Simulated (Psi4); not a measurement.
**BH3O− (SMILES [BH2-]O) at UB3LYP/6-31G(d) (spherical functions)**

What is the vertical ionisation energy of BH3O− at UB3LYP/6-31G* (spherical functions)? 

The results are computed with Psi4 1.11.

2 further runs of the same task are left out: 2 set aside as unsound or not needed.

## 1. The molecule

The species is BH3O− (5 atoms), meant as a doublet with charge -1. SMILES: `[BH2-]O`. The shape is that of a GFN2-xTB optimisation.

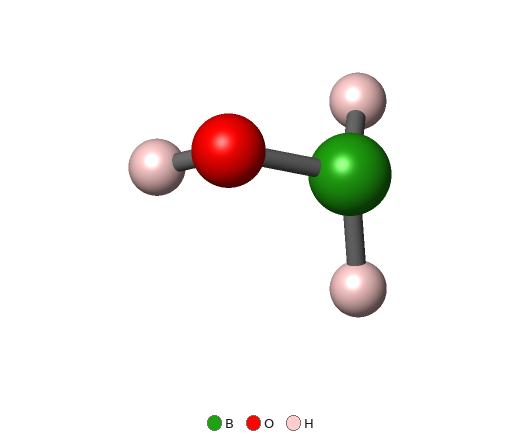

Viewed from a chosen angle; boron green, oxygen red, hydrogen pink.

## 2. Energy and forces at UB3LYP/6-31G(d) (spherical functions)

File bh3o.dat:

```
memory 1600 mb

molecule system {
  -1 2
  B     -0.558550    -0.234200     0.180320
  O      0.255120     1.054670     0.280220
  H      0.033680    -1.207330     0.735040
  H     -0.823360    -0.530130    -1.022660
  H      1.093110     0.916990    -0.172930
  units angstrom
  symmetry c1
  no_reorient
  no_com
}

set globals {
  basis 6-31G*
  reference uks
  puream true
  e_convergence 1e-09
  d_convergence 1e-08
  scf_type pk
  dft_radial_points 99
  dft_spherical_points 590
  maxiter 200
}

e, wfn = gradient("b3lyp", return_wfn=True)
print_variables()
```

The run is started by

```bash
$ psi4 bh3o.dat bh3o.out -n 1
```

bh3o.out, cut to the lines that bear on the results:

```text
[...]
  Running in c1 symmetry.
[...]
  Nuclear repulsion =   28.051313121184283
[...]
  Multiplicity = 2
[...]
  Nalpha       = 9
  Nbeta        = 8
[...]
    Number of basis functions: 34
[...]
   @UKS iter   1:  -101.59050422457385   -3.76033e-01   2.03358e-02 ADIIS/DIIS
[...]
   @UKS iter  12:  -101.81819240343010   -1.27898e-13   1.74405e-09 DIIS
[...]
   @S^2 Observed:                7.515769704E-01
[...]
    Orbital Energies [Eh]
    ---------------------
    Alpha Occupied:
       1A    -18.858521     2A     -6.465600     3A     -0.707488
       4A     -0.246420     5A     -0.173095     6A     -0.085170
       7A     -0.068652     8A      0.011989     9A      0.115637
    Alpha Virtual:
      10A      0.303849    11A      0.417232    12A      0.440786
      13A      0.444429    14A      0.679098    15A      0.687968
      16A      0.747234    17A      0.832004    18A      1.047281
      19A      1.116673    20A      1.160226    21A      1.219061
      22A      1.223292    23A      1.341842    24A      1.549059
      25A      1.601045    26A      1.667943    27A      1.852045
[...]
  @UKS Final Energy:  -101.81819240343010
   => Energetics <=
    Nuclear Repulsion Energy =             28.0513131211842826
    One-Electron Energy =                -198.5692096292627298
    Two-Electron Energy =                  80.0356762167662339
    DFT Exchange-Correlation Energy =     -11.3359721121178900
    Empirical Dispersion Energy =           0.0000000000000000
    VV10 Nonlocal Energy =                  0.0000000000000000
    Total Energy =                       -101.8181924034301034
[...]
 Multipole Moments:
 ------------------------------------------------------------------------------------
     Multipole            Electronic (a.u.)      Nuclear  (a.u.)        Total (a.u.)
 ------------------------------------------------------------------------------------
 L = 1.  Multiply by 2.5417464519 to convert [e a0] to [Debye]
 Dipole X            :          1.9879273           -0.8472776            1.1406497
 Dipole Y            :        -12.1505682           12.1809667            0.0303985
 Dipole Z            :         -5.6062023            5.0697761           -0.5364262
 Magnitude           :                                                    1.2608564
[...]
  -Total Gradient:
     Atom            X                  Y                   Z
    ------   -----------------  -----------------  -----------------
       1       -0.023950563697    -0.004448728402     0.009908164372
       2        0.018415861942     0.004410455447    -0.007179039373
       3        0.007027219682    -0.003129193494    -0.000812815677
       4        0.004379163568    -0.000978318494    -0.006278080913
       5       -0.005871826113     0.004145346877     0.004361814003
[...]
```

Run time: 14 s. Hardware: 1 thread of Intel Xeon Platinum 8488C (Sapphire Rapids), shared host; peak memory 0.5 GiB.

## 3. Singlet neutral BH3O

File job.py:

```python
import psi4

psi4.set_memory('1600 MB')
psi4.set_num_threads(1)
psi4.set_output_file('bh3o.out', False)

mol = psi4.geometry("""
B     -0.558550    -0.234200     0.180320
O      0.255120     1.054670     0.280220
H      0.033680    -1.207330     0.735040
H     -0.823360    -0.530130    -1.022660
H      1.093110     0.916990    -0.172930
symmetry c1
""")

psi4.set_options({
    'basis': '6-31G*',
    'puream': True,
    'e_convergence': 1e-09,
    'd_convergence': 1e-08,
    'scf_type': 'pk',
    'dft_radial_points': 99,
    'dft_spherical_points': 590,
})

E, wfn = psi4.gradient("b3lyp", molecule=mol, return_wfn=True)
print('gradient / Eh bohr^-1')
print(E.np.round(6))
print(f'energy = {wfn.energy():.10f} Eh')
```

The run is started by

```bash
$ python job.py
```

bh3o.out, cut to the lines that bear on the results:

```text
[...]
  Running in c1 symmetry.
[...]
  Nuclear repulsion =   28.051313121184283
[...]
  Multiplicity = 1
[...]
  Nalpha       = 8
  Nbeta        = 8
[...]
    Number of basis functions: 34
[...]
   @RKS iter   1:  -101.67981728931710   -4.65346e-01   1.77154e-02 DIIS/ADIIS
[...]
   @RKS iter  11:  -101.82387949707693   -8.95284e-13   6.98460e-09 DIIS
[...]
    Orbital Energies [Eh]
    ---------------------
    Doubly Occupied:
       1A    -19.130159     2A     -6.824595     3A     -0.976451
       4A     -0.525545     5A     -0.452337     6A     -0.369453
       7A     -0.339725     8A     -0.259821
[...]
  @RKS Final Energy:  -101.82387949707693
   => Energetics <=
    Nuclear Repulsion Energy =             28.0513131211842826
    One-Electron Energy =                -194.0205257172116831
    Two-Electron Energy =                  75.2318513100898656
    DFT Exchange-Correlation Energy =     -11.0865182111393903
    Empirical Dispersion Energy =           0.0000000000000000
    VV10 Nonlocal Energy =                  0.0000000000000000
    Total Energy =                       -101.8238794970769305
[...]
 Multipole Moments:
 ------------------------------------------------------------------------------------
     Multipole            Electronic (a.u.)      Nuclear  (a.u.)        Total (a.u.)
 ------------------------------------------------------------------------------------
 L = 1.  Multiply by 2.5417464519 to convert [e a0] to [Debye]
 Dipole X            :         -0.8631238            0.9277494            0.0646255
 Dipole Y            :          1.0778358           -1.3763507           -0.2985149
 Dipole Z            :          0.8331773           -0.9749309           -0.1417536
 Magnitude           :                                                    0.3367220
[...]
  -Total Gradient:
     Atom            X                  Y                   Z
    ------   -----------------  -----------------  -----------------
       1       -0.119421978328    -0.019326766197     0.050536343657
       2        0.063661895830     0.045118495638    -0.013128482456
       3        0.033727418819    -0.017389355548    -0.013257353231
       4        0.027023872890    -0.011976429164    -0.027521957189
       5       -0.004991374949     0.003573646199     0.003371514970
[...]
```

Standard output:

```text
gradient / Eh bohr^-1
[[-0.119422 -0.019327  0.050536]
 [ 0.063662  0.045118 -0.013128]
 [ 0.033727 -0.017389 -0.013257]
 [ 0.027024 -0.011976 -0.027522]
 [-0.004991  0.003574  0.003372]]
energy = -101.8238794971 Eh
```

It took 9.3 s on 1 thread of Intel Xeon Platinum 8488C (Sapphire Rapids), shared host; peak memory 0.5 GiB.

## 4. Outcome

Level: UB3LYP/6-31G* (spherical functions).

```
                                           quantity          value
                        doublet BH3O−: total energy  -101.81819 Eh
  doublet BH3O−: HOMO energy (highest over α and β)        3.15 eV
   doublet BH3O−: LUMO energy (lowest over α and β)        7.05 eV
                                doublet BH3O−: ⟨S²⟩          0.752
            doublet BH3O−: largest force on an atom     1.352 eV/Å
                 singlet neutral BH3O: total energy  -101.82388 Eh
                singlet neutral BH3O: dipole moment         0.86 D
                  singlet neutral BH3O: HOMO energy       -7.07 eV
                  singlet neutral BH3O: LUMO energy       -2.58 eV
                singlet neutral BH3O: HOMO–LUMO gap        4.49 eV
     singlet neutral BH3O: largest force on an atom     6.742 eV/Å
vertical detachment energy (to the singlet neutral)      -0.155 eV
```

What this shows: The species is unbound against losing an electron at this level, by 0.15 eV (−14.9 kJ/mol); missing correlation or diffuse functions can give that sign where the real anion is bound. The largest force (doublet BH3O−) is 1.35 eV/Å: the shape isn't a stationary point for this species at this level. Only the singlet of the ionised species was computed; a triplet could lie lower. The HOMO (doublet BH3O−) lies at positive energy, 3.15 eV; only total energies tell whether the electron is bound.
